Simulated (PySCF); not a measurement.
**C₄H₉ClO₃Si: density, localisation and related maps**

```xyz
18

C     2.3479    0.6245    0.6179
O     1.2867   -0.2945    0.4323
C     0.5141   -0.0353   -0.7011
O    -0.1369    1.1787   -0.6265
Si   -1.4813    1.3547    0.3025
O    -2.0417   -0.1241    0.6890
C    -1.3584   -1.3046    0.4052
C    -0.4601   -1.2117   -0.8206
Cl   -1.4357   -0.9772   -2.2776
H     2.8260    0.3438    1.5532
H     1.9706    1.6480    0.6809
H     3.0646    0.5528   -0.2075
H     1.1591    0.0135   -1.5998
H    -1.0987    2.0351    1.5340
H    -2.4414    2.0027   -0.5690
H    -2.1074   -2.0908    0.2579
H    -0.7191   -1.5705    1.2563
H     0.1032   -2.1387   -0.9387
```

Geometry: GFN2-xTB.

All numbers below come from PBE0/pcSseg-1, SCF density, gas phase, non-relativistic (PySCF 2.14.0).

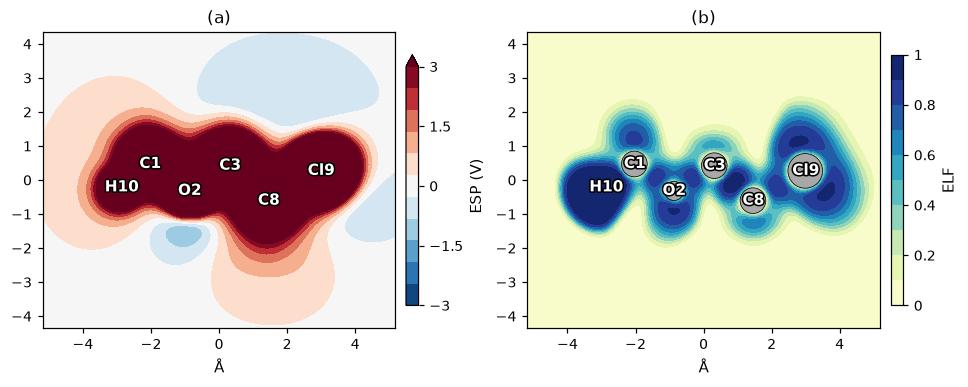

Figure 1. (a) molecular electrostatic potential; (b) ELF on the plane of atoms O2, C3 and C8. Grey discs cover the atomic cores in the ELF map.

Question: What do the fields say about this system?

Answer:
- The plane passes through C, O, Cl and H nuclei.
- C–O (1.40 Å): the ELF peaks at about 0.90 between the atoms, as expected for a shared but strongly polarised pair.
- C–C (1.53 Å): the ELF peaks at about 0.95 between the atoms; localised, covalent bonding.
- C–Cl (1.77 Å): the ELF peaks at about 0.90 between the atoms (a shared electron pair).
- C–H (1.09 Å): the ELF climbs to about 1 towards the hydrogen, as it does in any bond to H; a covalent bond by its length.
- The ELF also peaks beside O2 and Cl9, away from the bonds: lone-pair regions.
- Outside the dense part of the molecule the potential is most negative (−1.3 V) near O2.

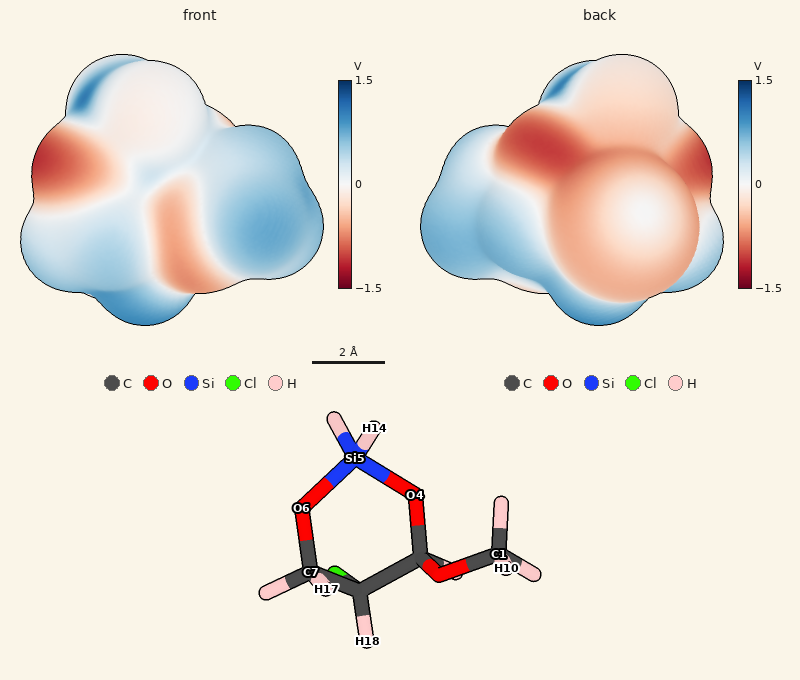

Figure 2. The molecular electrostatic potential painted on the density surface at 0.001 e/bohr³, seen from the front and from behind; the colour scale runs from red (negative) to blue (positive). The bare structure is drawn below in the same view.

Question: Which sites attract a positive test charge, and which a negative one?

Answer: A positive charge is drawn to the negative regions and a negative charge to the positive ones. The most negative region (about −1.1 V) lies over O4 and O6, the most positive (about +0.9 V) over Si5 and H18.
